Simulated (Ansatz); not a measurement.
Process, species as SMILES: FF (F2) → F2+ (doublet, bonded as FF) + e-
B3LYP-D3(BJ)/def2-TZVP geometries, fixed; electronic energies without zero-point terms.

Basis-set convergence of the adiabatic ionisation energy at wB97M-V with Ansatz (a quantum-chemistry and plane-wave program). All functions are spherical. The program fits the integrals of some runs and decomposes those of others, by size. Open shells are unrestricted. The functional holds VV10 correlation; no added dispersion term, no relativity. Functions are those of the species that has most. Reference: the value in aug-cc-pV5Z, 15.500 eV, itself unsure by roughly 0.003 eV (its mean distance from pcseg-4, aug-pcseg-3, aug-cc-pVQZ). Deviations are taken from unrounded values.

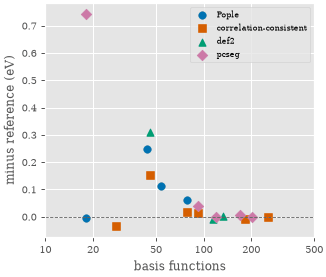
Deviation from the reference against the number of basis functions, by family of sets.

```json
[
 {"basis": "3-21G", "functions": "18", "adiabatic ionisation energy (eV)": "15.495", "minus reference (eV)": "-0.004"},
 {"basis": "pcseg-0", "functions": "18", "adiabatic ionisation energy (eV)": "16.244", "minus reference (eV)": "0.744"},
 {"basis": "cc-pVDZ", "functions": "28", "adiabatic ionisation energy (eV)": "15.466", "minus reference (eV)": "-0.034"},
 {"basis": "6-311+G**", "functions": "44", "adiabatic ionisation energy (eV)": "15.747", "minus reference (eV)": "0.248"},
 {"basis": "aug-cc-pVDZ", "functions": "46", "adiabatic ionisation energy (eV)": "15.651", "minus reference (eV)": "0.152"},
 {"basis": "def2-SVPD", "functions": "46", "adiabatic ionisation energy (eV)": "15.810", "minus reference (eV)": "0.310"},
 {"basis": "6-311++G(2d,2p)", "functions": "54", "adiabatic ionisation energy (eV)": "15.613", "minus reference (eV)": "0.113"},
 {"basis": "6-311++G(3df,3pd)", "functions": "78", "adiabatic ionisation energy (eV)": "15.560", "minus reference (eV)": "0.061"},
 {"basis": "jun-cc-pV(T+d)Z", "functions": "78", "adiabatic ionisation energy (eV)": "15.517", "minus reference (eV)": "0.017"},
 {"basis": "aug-cc-pVTZ", "functions": "92", "adiabatic ionisation energy (eV)": "15.513", "minus reference (eV)": "0.013"},
 {"basis": "aug-pcseg-2", "functions": "92", "adiabatic ionisation energy (eV)": "15.539", "minus reference (eV)": "0.039"},
 {"basis": "def2-QZVPP", "functions": "114", "adiabatic ionisation energy (eV)": "15.491", "minus reference (eV)": "-0.009"},
 {"basis": "pcseg-3", "functions": "120", "adiabatic ionisation energy (eV)": "15.499", "minus reference (eV)": "-0.001"},
 {"basis": "def2-QZVPPD", "functions": "132", "adiabatic ionisation energy (eV)": "15.503", "minus reference (eV)": "0.003"},
 {"basis": "aug-pcseg-3", "functions": "170", "adiabatic ionisation energy (eV)": "15.506", "minus reference (eV)": "0.006"},
 {"basis": "cc-pV5Z", "functions": "182", "adiabatic ionisation energy (eV)": "15.490", "minus reference (eV)": "-0.010"},
 {"basis": "pcseg-4", "functions": "202", "adiabatic ionisation energy (eV)": "15.499", "minus reference (eV)": "0.000"},
 {"basis": "aug-cc-pV5Z", "functions": "254", "adiabatic ionisation energy (eV)": "15.500", "minus reference (eV)": "0.000"}
]
```
